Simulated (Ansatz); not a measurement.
# PH (SMILES [PH]): UCAM-B3LYP/cc-pVDZ

Aim: the electronic atomisation energy of PH at UCAM-B3LYP/cc-pVDZ, from 3 runs. 

The calculation is run with Ansatz 0.2.0.

### Step 1. The system as given

The species is PH (2 atoms), meant as a triplet with charge 0. SMILES: `[PH]`. The coordinates come from a PBE0-D4/def2-TZVP relaxation.

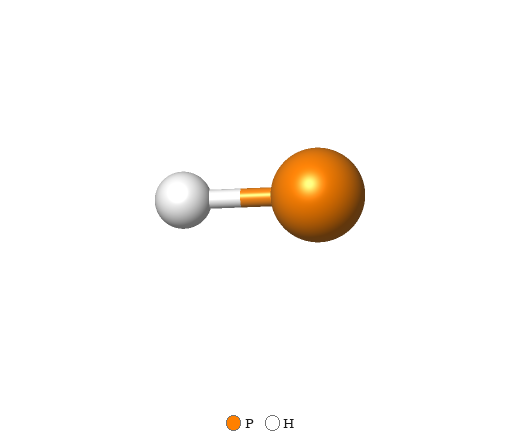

Viewed from a chosen angle; phosphorus orange, hydrogen white.

### Step 2. The energy at UCAM-B3LYP/cc-pVDZ

Input file job.yaml:

```yaml
crystal:
  periodic: [false, false, false]
  atoms:
    - {symbol: P, position_ang: [-0.000000, -0.000000, -0.014610]}
    - {symbol: H, position_ang: [0.000000, 0.000000, 1.413680]}
basis:
  gaussian:
    orbitals: cc-pVDZ
magnetization:
  spin_polarized: true
  initial_magnetization: 2
hamiltonian:
  xc: {name: CAM-B3LYP}
accuracy: high
```

Started as:

```console
ansatz run job.yaml --threads 1 --pin off --max-ram 3480MiB --events-out events.jsonl --progress --plain --runs-dir runs
```

The program printed:

```text
Warning: RAYON_NUM_THREADS=1 ignored (pool sized by the plan → 1); use --threads N
Functional definition: CAM-B3LYP
  name "CAM-B3LYP"
  parameter alpha = 0.19
  parameter beta = 0.46
  parameter omega = 0.33/bohr
  parameter ac = 0.81
  exchange = (1 - alpha - beta)*b88_x + beta*b88_x_sr(omega) + alpha*exact_x + beta*exact_x_lr(omega)
  correlation = (1 - ac)*vwn5_c + ac*lyp_c
413 factors; integrals over basis functions are off by at most 3.6e-9 eV
138 factors; integrals over basis functions are off by at most 1.1e-9 eV
mean field evaluation 1: about -9303.0049 eV, gradient 2.9e0 eV
mean field evaluation 2: about -9303.0811 eV, gradient 7.7e-1 eV
mean field evaluation 4: about -9303.0890 eV, gradient 2.5e-1 eV
mean field evaluation 8: about -9303.0897 eV, gradient 3.0e-3 eV
mean field evaluation 16: about -9303.0897 eV, gradient 8.9e-8 eV
mean field -9303.08967519 eV, -341.8822397027 hartree, gradient 5.8e-9 eV, S^2 2.005629; 0 other end points of the search recorded, 0 dependent functions left out
reference -9303.08968773 eV, -341.8822401633 hartree; 9, 7 occupied and 14, 16 virtual orbitals, 413 factors
Total energy: -9303.08968773 eV, -341.8822401633 hartree
```

Run time: 0.97 s. Hardware: 1 thread of Arm Neoverse V2, shared host; peak memory 0.09 GiB.

### Step 3. The H atom at the same level

Input file job.yaml:

```yaml
crystal:
  periodic: [false, false, false]
  atoms:
    - {symbol: H, position_ang: [0.000000, 0.000000, 0.000000]}
basis:
  gaussian:
    orbitals: cc-pVDZ
magnetization:
  spin_polarized: true
  initial_magnetization: 1
hamiltonian:
  xc: {name: CAM-B3LYP}
accuracy: high
```

Started as:

```console
ansatz run job.yaml --threads 1 --pin off --max-ram 3480MiB --events-out events.jsonl --progress --plain --runs-dir runs
```

The program printed, cut to the lines that bear on the results:

```text
Warning: RAYON_NUM_THREADS=1 ignored (pool sized by the plan → 1); use --threads N
[... 8 set-up lines as earlier in the session ...]
15 factors; integrals over basis functions are off by at most 4.6e-8 eV
15 factors; integrals over basis functions are off by at most 8.5e-10 eV
mean field evaluation 1: about -13.5409 eV, gradient 7.1e-1 eV
mean field evaluation 2: about -13.5416 eV, gradient 7.3e-1 eV
mean field evaluation 4: about -13.5484 eV, gradient 6.8e-5 eV
mean field evaluation 8: about -13.5484 eV, gradient 4.1e-10 eV
mean field -13.54838089 eV, -0.4978938142 hartree, gradient 3.6e-10 eV, S^2 0.750000; 0 other end points of the search recorded, 0 dependent functions left out
reference -13.54839015 eV, -0.4978941546 hartree; 1, 0 occupied and 4, 5 virtual orbitals, 15 factors
Total energy: -13.54839015 eV, -0.4978941546 hartree
```

Wall time 0.16 s (1 thread of Arm Neoverse V2, shared host).

### Step 4. The P atom

Input file run.yaml:

```yaml
crystal:
  periodic: [false, false, false]
  atoms:
    - {symbol: P, position_ang: [0.000000, 0.000000, 0.000000]}
basis:
  gaussian: {orbitals: cc-pVDZ}
magnetization: {spin_polarized: true, initial_magnetization: 3}
hamiltonian: {xc: {name: CAM-B3LYP}}
accuracy: high
```

Run the same way, it converges to -341.26614 Eh (log not shown).

### Step 5. Summary of results

At UCAM-B3LYP/cc-pVDZ:

| quantity | value |
| --- | --- |
| molecule: total energy | -341.88224 Eh |
| molecule: ⟨S²⟩ | 2.006 |
| H atom: total energy | -0.49789 Eh |
| H atom: ⟨S²⟩ | 0.750 |
| P atom: total energy | -341.26614 Eh |
| P atom: ⟨S²⟩ | 3.750 |
| electronic atomisation energy | 3.216 eV |

What this shows: Taking the molecule apart into free atoms costs 3.22 eV (310 kJ/mol), before zero-point energy and without spin-orbit coupling.
